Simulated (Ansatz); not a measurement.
# Fields on a plane of VN (rock salt)

```yaml
crystal:
  lattice:
    - [0.00000, 2.05840, 2.05840]
    - [2.05840, 0.00000, 2.05840]
    - [2.05840, 2.05840, 0.00000]
  atoms:
    - { symbol: N, position: [0.00000, 0.00000, 0.00000] }
    - { symbol: V, position: [0.50000, 0.50000, 0.50000] }
```

The slice is a {100} plane (indices of the conventional cell) through the point (0.500, 0.500, 0.500) (fractional), spanned by u = [100] and v = [0 1 -1] in vectors of this cell: u (2.91 Å) and v (2.91 Å, at 90° to u). It covers one period; positions are fractions (u, v).

Atoms on it: N at (0.50, 0.50); V at (0.00, 0.00).

Calculation: PBE (plane waves to 420 eV, PAW, scalar-relativistic; Ansatz, a first-principles code). k mesh 19×19×19. Inside the PAW spheres the values are not all-electron values, and peaks at nuclei hang on which shells count as valence. VN is run without spin polarisation. VN was relaxed with its symmetry unable to fall.

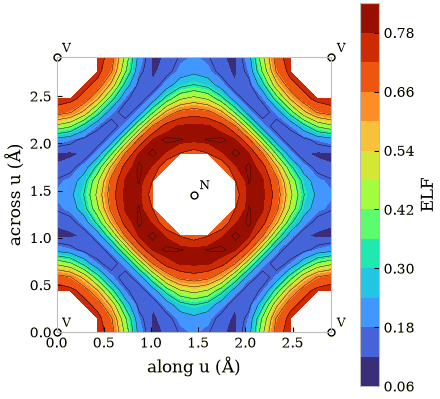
Fig. 1. Electron localisation function (ELF), one period of the plane, atoms marked. Points within 0.4 Å of a nucleus are left white, as the pseudised field means little there.

```
|@@%#*=:.     .:=*#%@|
|@%%#+-:.     .:-+#%%|
|%##*=:.........:=*##|
|**+=-:..:::::..:-=+*|
|==-:::::-----:::::-=|
|:::..::-=====-::..::|
|.....:-=+++++=-:....|
|   .:-=++***++=-:.  |
|   .:-=+*****+=-:.  |
|   .:-=+*****+=-:.  |
|   .:-=+*****+=-:.  |
|   .:-=++***++=-:.  |
|.....:-=+++++=-:....|
|:::..::-=====-::..::|
|==-:::::-----:::::-=|
|**+=-:..:::::..:-=+*|
|%##*=:.........:=*##|
|@%%#+-:.     .:-+#%%|
|@@%#*=:.     .:=*#%@|
|@@@%*=:.     .:=*%@@|
```
Scale: ten equal steps from -0.64 (start of ' ') to 1.22 (end of '@'), in the order ' .:-=+*#%@'. Values: log₁₀ of the valence density in e/Å³. The map has 20 points along u (one character each, u = 0 at the left) and 20 along v (v = 0 in the bottom row). The scale is logarithmic, as a density can span decades between atoms and voids.

| Property | Result |
|---|---|
| Density on the N–V line (2.06 Å) at its midpoint | 0.57 e/Å³ |
| ELF at that point | 0.19 |
